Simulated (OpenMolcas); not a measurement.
# Hf²⁺ among point charges: CASSCF levels and susceptibility

How does a field of 5 point charges split the states of Hf²⁺, and what χT follows?

Method: state-averaged CASSCF, spin-orbit coupling by RASSI with atomic mean-field integrals. Code: OpenMolcas 26.06.

1 further run of the same task is left out (it didn't finish).

## Step 1: Starting point

```
Species                           : Hf²⁺ (hafnium, Z = 72, 70 electrons)
Basis                             : ANO-RCC-VDZP [7s6p4d2f1g], 68 functions
Scalar Hamiltonian                : DKH2, point nucleus
Inactive shells                   : 1s 2s 2p 3s 3p 3d 4s 4p 4d 4f 5s 5p
Active space                      : 2 electrons in 5 orbitals (5d)
Some configurations of this space : 5d²
Orbitals                          : optimised for each spin and parity, averaged over all roots
```

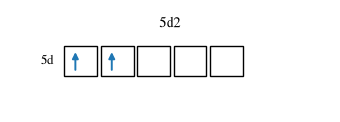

Occupation of the outer shells (arrows by Hund's rule).

The ion sits among 5 point charges of -2 e arranged as a square pyramid (C4v), 2.24 Å from the ion, with the axial distance 2.509 Å. The active orbitals were held to one l.

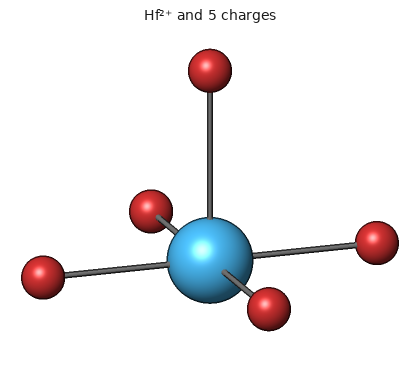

The ion and the point charges (red).

Each step is its own input file, run in one work folder so that later steps find the files of earlier ones. Labels, J, g values, rates, χT and fits are worked out afterwards by a script from the matrices that RASSI stores.

## Step 2: GATEWAY and SEWARD: basis and integrals

a.inp reads:

```
&GATEWAY
Coord
1

Hf 0.0 0.0 0.0
Basis=ANO-RCC-VDZP
Group=NoSym
NoMove
AngMom=0.0 0.0 0.0
AMFI
XField
5 Angstrom 0
2.240000 0.000000 0.000000 -2.000000
0.000000 2.240000 0.000000 -2.000000
-2.240000 0.000000 0.000000 -2.000000
0.000000 -2.240000 0.000000 -2.000000
0.000000 0.000000 2.508800 -2.000000
&SEWARD
```

The run is started by

```console
> OMP_NUM_THREADS=1 MOLCAS_MEM=1689 MOLCAS_PROJECT=a pymolcas a.inp > a.log
```

Log:

```text
Basis set label: HF.ANO-RCC...7S6P4D2F1G.

      Electronic valence basis set:
      ------------------
      Associated Effective Charge  72.000000 au
      Associated Actual Charge     72.000000 au
      Nuclear Model: Point charge

      Shell  nPrim  nBasis  Cartesian Spherical Contaminant
         s      24       7        X
         p      21       6        X
         d      15       4                 X
         f      11       2                 X
         g       4       1                 X
                  Relativistic Douglas-Kroll-Hess integrals:
                    - DKH order of Hamiltonian: 2
                    - DKH order of Properties : 0
                  Atomic mean-field integrals
```

## Step 3: Reference wave functions, triplets, 10 roots

a.inp reads:

```
&RASSCF
FileOrb=start.orb
Symmetry=1
Spin=3
nActEl=2 0 0
Inactive=34
Ras2=5
CIRoot=10 10 1
SDav=10
CIMx=300
Iter=120 100
PrWF=0.3
OrbListing=Nothing
MaxOrb=0
SupSym
1
20 10 11 12 13 14 19 20 21 22 23 35 36 37 38 39 48 49 50 51 52
>>> COPY $Project.JobIph JOB001
```

The run is started by

```console
> OMP_NUM_THREADS=1 MOLCAS_MEM=1689 MOLCAS_PROJECT=a pymolcas a.inp > a.log
```

start.orb holds the contracted functions of the basis, ordered by shell, or the orbitals of the step before.

Log (excerpt; [...] marks lines left out):

```text
[...]
      Number of active orbitals                  5
[...]
      Spin quantum number                      1.0
[...]
      Active orbitals                            5
[...]
      Number of CSFs                            10
      Number of root(s) required                10
[...]
      Convergence after  9 iterations
[...]
      Natural orbitals and occupation numbers for root  1
      sym 1:   0.003306   0.996694   0.000000   0.996694   0.003306
      Natural orbitals and occupation numbers for root  2
      sym 1:   0.000000   0.003980   0.996020   0.996020   0.003980
      Natural orbitals and occupation numbers for root  3
      sym 1:   0.000000   0.996020   0.003980   0.003980   0.996020
::    RASSCF root number  1 Total energy: -15068.07581073
::    RASSCF root number  2 Total energy: -15068.02501070
::    RASSCF root number  3 Total energy: -15068.02501070
[...]
::    RASSCF root number  7 Total energy: -15067.90463860
::    RASSCF root number  8 Total energy: -15067.90463860
::    RASSCF root number  9 Total energy: -15067.85555287
::    RASSCF root number 10 Total energy: -15067.82310138
```

## Step 4: Reference wave functions, singlets, 15 roots

a.inp reads:

```
&RASSCF
FileOrb=start.orb
Symmetry=1
Spin=1
nActEl=2 0 0
Inactive=34
Ras2=5
CIRoot=15 15 1
SDav=15
CIMx=300
Iter=120 100
PrWF=0.3
OrbListing=Nothing
MaxOrb=0
SupSym
1
20 10 11 12 13 14 19 20 21 22 23 35 36 37 38 39 48 49 50 51 52
>>> COPY $Project.JobIph JOB002
```

Log (excerpt; [...] marks lines left out):

```text
[...]
      Number of active orbitals                  5
[...]
      Spin quantum number                      0.0
[...]
      Active orbitals                            5
[...]
      Number of CSFs                            15
      Number of root(s) required                15
[...]
      Convergence after  8 iterations
[...]
      Natural orbitals and occupation numbers for root  1
      sym 1:   0.005265   0.994735  -0.000000   0.994735   0.005265
      Natural orbitals and occupation numbers for root  2
      sym 1:   0.000000   0.998656   0.001344   0.998656   0.001344
      Natural orbitals and occupation numbers for root  3
      sym 1:   0.065164   0.952865   0.006190   0.952865   0.022916
::    RASSCF root number  1 Total energy: -15068.04335442
::    RASSCF root number  2 Total energy: -15068.04306235
::    RASSCF root number  3 Total energy: -15068.01823044
[...]
::    RASSCF root number 12 Total energy: -15067.87216614
::    RASSCF root number 13 Total energy: -15067.81317416
::    RASSCF root number 14 Total energy: -15067.80427672
::    RASSCF root number 15 Total energy: -15067.66563473
```

## Step 5: RASSI: spin-orbit coupling between the states

a.inp reads:

```
&RASSI
NrOfJobIphs=2 10 15
1 2 3 4 5 6 7 8 9 10
1 2 3 4 5 6 7 8 9 10 11 12 13 14 15
IphNames
JOB001
JOB002
EJob
SpinOrbit
DIPRint=1.0
SOCoupling=1000.0
Subsets=2
Property=9
'ANGMOM' 1 'ANGMOM' 2 'ANGMOM' 3 'MLTPL  1' 1 'MLTPL  1' 2 'MLTPL  1' 3
'AMFI' 1 'AMFI' 2 'AMFI' 3
SOProperty=3
'ANGMOM' 1 'ANGMOM' 2 'ANGMOM' 3
```

Log (excerpt; [...] marks lines left out):

```text
SPIN-FREE ENERGIES:
  (Shifted by EMIN (a.u.) =     -15068.0758107259)
 SF State       Relative EMIN(au)   Rel lowest level(eV)    D:o, cm**(-1)      L_eff
     1             0.0000000000        0.0000000000              0.0000         2.7
    11             0.0324563034        0.8831810088           7123.3352         3.1
    12             0.0327483781        0.8911287652           7187.4382         3.2
     2             0.0508000260        1.3823391285          11149.3170         3.0
     3             0.0508000260        1.3823391285          11149.3170         3.0
    13             0.0575802854        1.5668393869          12637.4119         3.1
     4             0.0758964446        2.0652474680          16657.3442         1.8
     5             0.0758964446        2.0652474680          16657.3442         1.8
    14             0.0877922442        2.3889486655          19268.1704         2.9
    15             0.0877922442        2.3889486655          19268.1704         2.9
[...]
Eigenvalues of complex Hamiltonian:
   -----------------------------------
  (Shifted by EMIN (a.u.) =     -15068.0758107259)
 SO State       Relative EMIN(au)   Rel lowest level(eV)    D:o, cm**(-1)     J-value
     1            -0.0022204584        0.0000000000              0.0000         2.7
     2            -0.0013010436        0.0250185532            201.7882         2.7
     3            -0.0013010436        0.0250185532            201.7882         2.7
     4             0.0292716992        0.8569452655           6911.7297         2.5
     5             0.0301769137        0.8815774068           7110.4013         2.4
     6             0.0488206245        1.3888986220          11202.2229         2.4
     7             0.0501812296        1.4259225722          11500.8412         2.7
     8             0.0501812296        1.4259225722          11500.8412         2.7
     9             0.0505141161        1.4349808753          11573.9013         2.2
    10             0.0509844997        1.4477806651          11677.1386         2.7
    11             0.0516116011        1.4648449646          11814.7714         2.9
[...]
```

Time for these steps: 5.9 s (1 thread of Arm Neoverse V2, shared host).

States without spin-orbit coupling:

```csv
state,degeneracy,E (cm-1),free-ion L (%)
triplet,1,0,F (85)
singlet,1,7123,G (50)
singlet,1,7187,G (54)
triplet,2,11149,F (100)
singlet,1,12637,G (59)
triplet,2,16657,P (66)
singlet,2,19268,D (63)
singlet,2,21281,G (99)
triplet,1,23462,F (100)
singlet,1,32163,D (56)
singlet,1,32174,D (50)
triplet,2,37568,F (66)
singlet,1,41388,G (52)
singlet,2,44695,G (64)
triplet,1,48341,F (100)
triplet,1,55463,P (85)
singlet,1,57642,D (54)
singlet,1,59595,G (100)
singlet,1,90023,G (45)
```

With spin-orbit coupling:

| E (cm-1) | Degeneracy | 2S+1 | g |
| --- | --- | --- | --- |
| 0.0 | 1 | 3 |  |
| 201.8 | 2 | 3 | 0.00 0.00 3.96 |
| 6912 | 1 | 1 |  |
| 7110 | 1 | 1 |  |
| 11202 | 1 | 3 |  |
| 11501 | 2 | 3 | 0.00 0.00 0.78 |
| 11574 | 1 | 3 |  |
| 11677 | 1 | 3 |  |
| 11815 | 1 | 3 |  |
| 12815 | 1 | 1 |  |
| 17035 | 2 | 3 | 0.00 0.00 0.27 |
| 17203 | 1 | 3 |  |
| 17244 | 1 | 3 |  |
| 17417 | 1 | 3 |  |
| 17451 | 1 | 3 |  |
| 19401 | 2 | 1 | 0.00 0.00 0.71 |
| 21772 | 2 | 1 | 0.00 0.00 0.84 |
| 24155 | 1 | 3 |  |
| 24350 | 2 | 3 | 0.00 0.00 3.24 |
| 32655 | 1 | 1 |  |
| 32711 | 1 | 1 |  |
| 37716 | 1 | 3 |  |
| 37796 | 1 | 3 |  |
| 38051 | 2 | 3 | 0.00 0.00 1.45 |

Principal g values are given for doublets only; a zero marks a field direction without first-order Zeeman splitting.

Powder χT (cm³ K/mol): 0.01 at 2 K, 0.02 at 5 K, 0.04 at 10 K, 0.07 at 20 K, 0.19 at 50 K, 0.37 at 100 K, 0.49 at 150 K, 0.56 at 200 K, 0.60 at 250 K, 0.63 at 300 K.

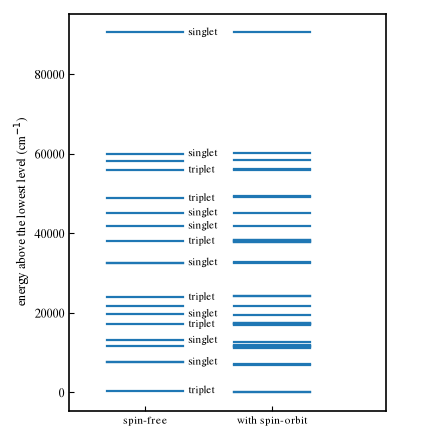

The states in the field without (left) and with (right) spin-orbit coupling.

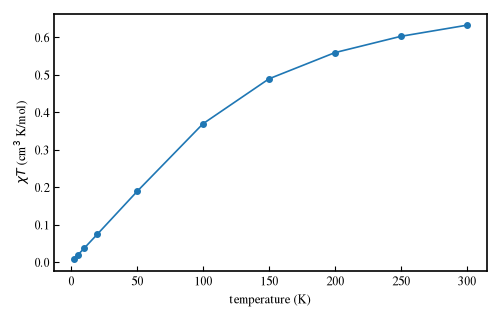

χT against temperature.

## Step 6: Outcome

```
                                            quantity                                value
                                              method                               CASSCF
                              spin-free ground state  triplet, 1-fold in its orbital part
first state of the same spin within the active space                triplet at 11100 cm⁻¹
                                        lowest level                               1-fold
                                          next level                           201.8 cm⁻¹
                                         χT at 300 K                       0.63 cm³ K/mol
                           effective moment at 300 K                              2.25 μB
```

In words: The spin-free ground state (triplet) comes to 85 % from free-ion F terms and keeps the highest spin of the shell. χT at 300 K is 0.63, against 1.00 cm³ K/mol for the spin alone, so spin-orbit coupling lowers it. The field of point charges can differ much from that of real complexes. Point charges carry no covalency, so the field is a model and not that of real ligands.
